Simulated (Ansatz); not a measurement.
CO$_{3}$Si

Input

```
crystal:
  periodic: [false, false, false]
  atoms:
    - {symbol: C, position_ang: [0.604411, -2.555619, 0.109325]}
    - {symbol: O, position_ang: [-1.294689, -0.061500, -1.985725]}
    - {symbol: O, position_ang: [-0.189624, -1.596413, 0.567324]}
    - {symbol: O, position_ang: [0.613406, -2.482596, -1.215429]}
    - {symbol: Si, position_ang: [-0.520411, -1.078205, -1.131692]}
basis:
  gaussian: {orbitals: def2-TZVPD}
output: {forces: true, orbitals: {seedname: orbitals}}
hamiltonian: {xc: pbe0}
```

Command:

```sh
ansatz run input.yaml --threads 1 --pin off --max-ram 2610MiB --events-out events.jsonl --progress --plain --runs-dir runs
```

Geometry: BLYP-D3(BJ)/def2-SVP.

Level of theory: isolated molecule in a Gaussian basis; Kohn-Sham density functional theory, functional PBE0 in Ansatz 0.2.0.

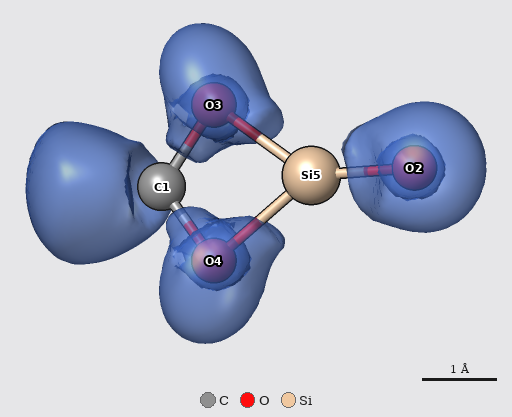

Figure 1. Isosurface of the ELF at 0.75 (blue), seen at a tilt. Only the valence region is drawn (cores and ρ < 0.01 e/Å³ removed).

**Describe the localisation domains.**

The ELF exceeds this value in two regions on O in which the atom's valence shell and bonds are merged, one lobe on C, pointing away from the bonds (lone pairs) and one region wrapped around O (its lone pairs, merged into a ring or cap). Profiles from the grid: C–O (1.33 Å): the ELF peaks at about 0.85 between the atoms; a polar covalent bond. Si–O (1.54 Å): the ELF peaks at about 0.80 in the valence shell of O, 0.6 Å from its nucleus, and is about 0.55 at the midpoint.

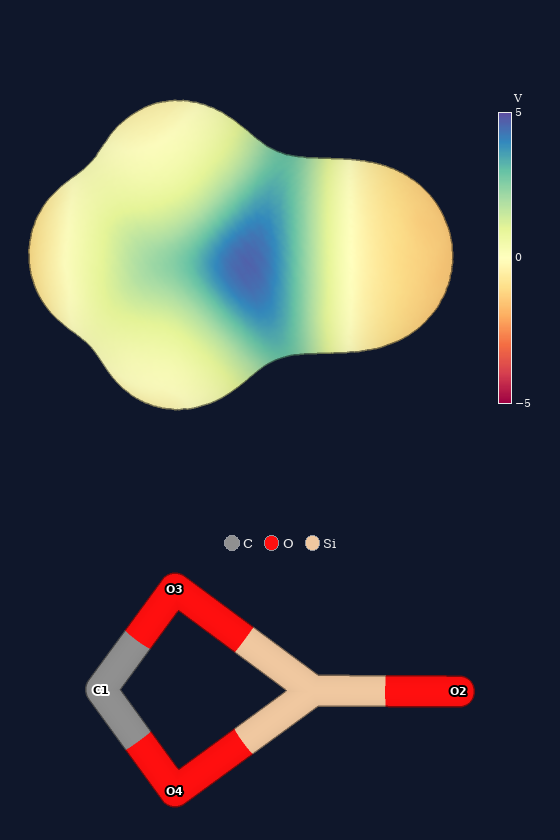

Figure 2. The molecular electrostatic potential painted on the density surface at 0.004 e/bohr³, seen across its widest extent; the colour scale runs from red (negative) to blue (positive). The bare structure is drawn below in the same view.

**Where is the surface potential most negative and most positive?**

The most negative region (about −1.4 V) lies over O2, the most positive (about +4.6 V) over Si5. O2 is the likeliest acceptor of a hydrogen bond.

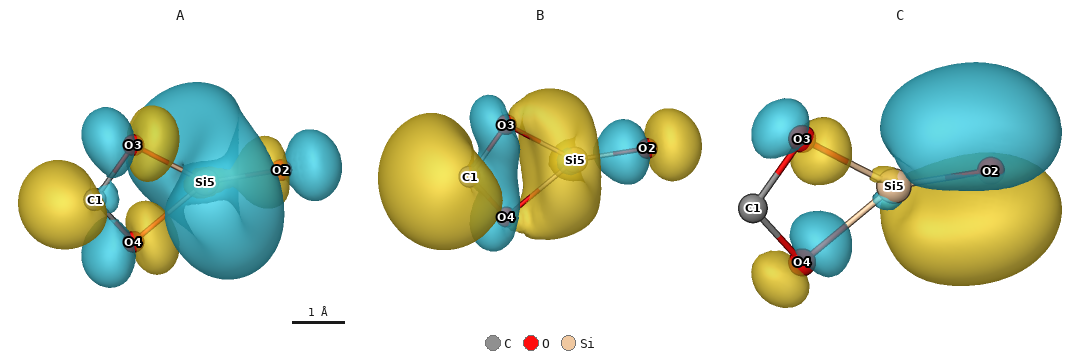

Figure 3. Three frontier orbitals at ±0.08 Å⁻³ᐟ² (yellow and cyan are the two phases), in no order.

**Which picture is the HOMO−1, the HOMO and the LUMO?**

C is the HOMO−1 (−10.11 eV). Its weight (Hirshfeld) is mainly on O2 (about 75 %) and Si5 (about 20 %); it is symmetric in the molecular plane (an in-plane orbital: σ, lone-pair or in-plane π type). B is the HOMO (−8.43 eV). It lies mainly on C1 (about 65 %), Si5 (about 10 %), O2 (about 10 %), O3 (about 10 %) and O4 (about 10 %); it is symmetric in the molecular plane (an in-plane orbital: σ, lone-pair or in-plane π type). A is the LUMO (−2.98 eV). Its weight (Hirshfeld) is mainly on Si5 (about 50 %), O2 (about 15 %), O4 (about 10 %), O3 (about 10 %) and C1 (about 10 %); it is symmetric in the molecular plane (an in-plane orbital: σ, lone-pair or in-plane π type).

**What is the HOMO–LUMO gap?**

5.45 eV between the orbital energies.

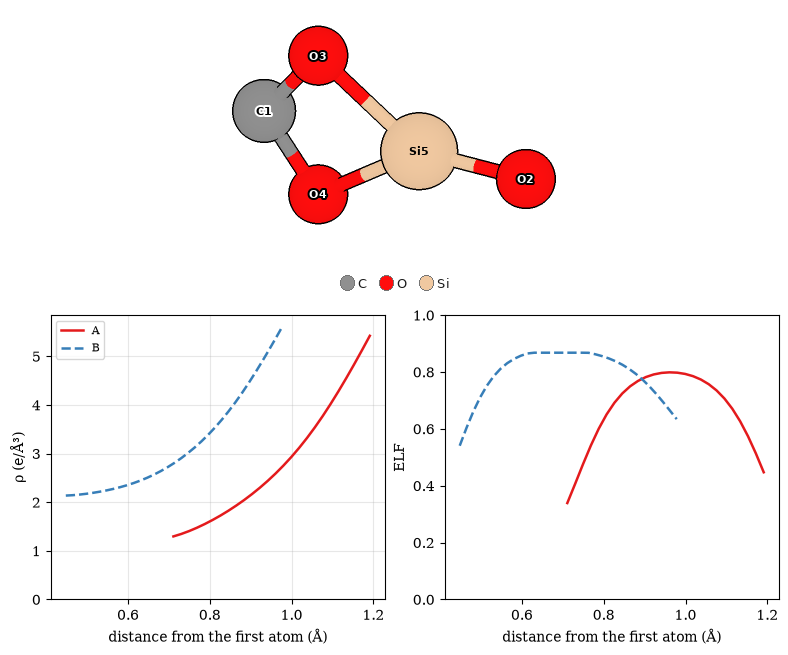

Figure 4. Total electron density and electron localisation function along straight lines between neighbouring atoms. The curves leave out the atomic cores. The structure is drawn too.

**Which curve belongs to which contact (C–O and Si–O)? The first atom named is at distance zero.**

Curve A: Si–O (1.54 Å): ρ at the midpoint is about 1.5 e/Å³; the ELF peaks at about 0.80 in the valence shell of O, 0.6 Å from its nucleus, and is about 0.55 at the midpoint. Curve B: C–O (1.33 Å): ρ at the midpoint is about 2.6 e/Å³; the ELF peaks at about 0.85 between the atoms (a polar covalent bond).
